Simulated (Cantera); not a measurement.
Charge: 1 mol FeS, 0.053 mol H2S, 1.2 mol H2O, at 1448 K.

Equilibrium computed with Cantera from the NASA thermochemical tables; the gas is ideal and each condensed phase is pure. Candidate condensed phases: Fe, FeO, Fe(OH)2, Fe(OH)3, FeS, FeSO4, FeS2, Fe2O3, Fe2(SO4)3, Fe3O4, H2O, H2SO4, S; 22 gas species. Metal and sulfide melt together well below either melting point, which pure phases cannot show. Mutual solubility and eutectic melting of coexisting phases are not modelled. The tables' stoichiometric FeO is somewhat more stable than real wüstite, so its field is too wide. FeO, FeS: taken at fixed stoichiometry. Rates play no part.

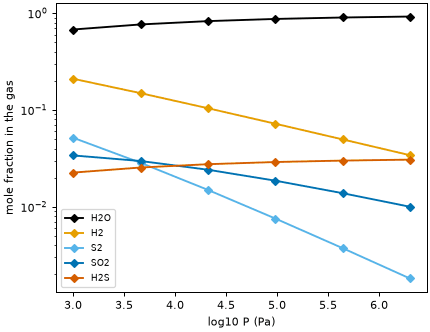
*Equilibrium gas composition (values under 1e-9 drawn at 1e-9)*

From 10.0 mbar to 20.0 bar the condensed part is FeO(s) + FeS(s). The main Fe-bearing gas is Fe(OH)2 throughout.
